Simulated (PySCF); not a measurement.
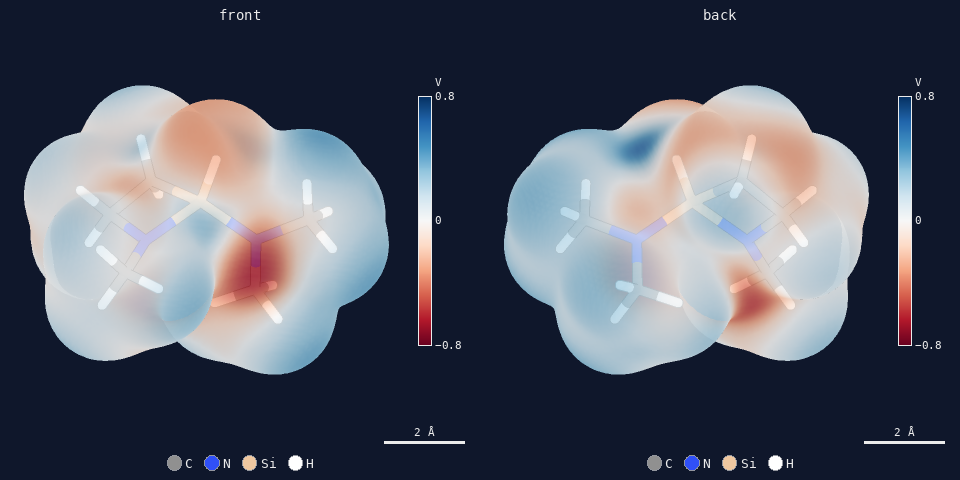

C$_{5}$H$_{14}$N$_{2}$Si. The electrostatic potential painted on the density surface at 0.001 e/bohr³, seen from the front and from behind; red is negative and blue positive.

Geometry: GFN2-xTB.

Level of theory: PBE0/pcSseg-1, SCF density, gas phase, non-relativistic in PySCF.

```tsv
atom	x (Å)	y (Å)	z (Å)
C	-2.6084	-0.1111	1.1585
N	-1.4515	0.1526	0.3503
C	-1.7690	0.8276	-0.8826
Si	0.0572	-0.6125	0.6112
C	0.9490	-1.8499	-0.5520
C	2.0449	-0.7945	-0.7183
N	1.3496	0.2992	-0.0636
C	2.0279	1.5270	0.2238
H	-2.3068	-0.5791	2.0907
H	-3.1300	0.8244	1.3849
H	-3.3145	-0.7761	0.6461
H	-0.8527	1.0155	-1.4348
H	-2.4452	0.2285	-1.5041
H	-2.2592	1.7833	-0.6707
H	0.0529	-1.0108	2.0243
H	1.3070	-2.7767	-0.1164
H	0.4545	-2.0846	-1.4901
H	2.2968	-0.5488	-1.7558
H	2.9699	-1.0638	-0.1943
H	2.8885	1.3721	0.8884
H	2.3938	1.9838	-0.7021
H	1.3349	2.2132	0.7057
```

**Which sites attract a positive test charge, and which a negative one?**

A positive charge is drawn to the negative regions and a negative charge to the positive ones. The most negative region (about −0.6 V) lies over N2 and N7, the most positive (about +0.5 V) over Si4.
